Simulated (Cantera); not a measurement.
Input: 1 mol SiHCl3, a varied amount of C3H8, 42 mol H2, held at 950 K and 3.38 Torr.

Cantera equilibrium calculation (NASA polynomials, part measured and part estimated; ideal gas, pure solids and liquids). Candidate condensed phases: C, C6H6, C7H8, C8H18, Si, SiC; 109 gas species. The tables' values for SiCl3 are old estimates; treat these amounts as uncertain. Equilibrium is a limit: real reactors are often held back by kinetics, nucleation or transport.

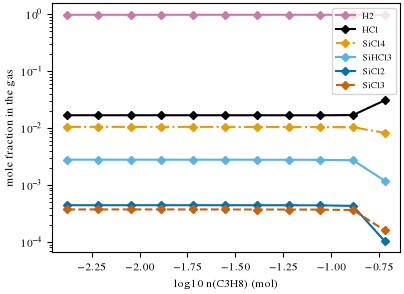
Figure: Equilibrium gas composition (values under 1e-9 drawn at 1e-9)

From 0.0042 mol C3H8 to 0.087 mol C3H8 the condensed part is Si(s) + SiC(s). From 0.13 mol C3H8 to 0.19 mol C3H8 the condensed part is SiC(s). The main Si-bearing gas is SiCl4 throughout.
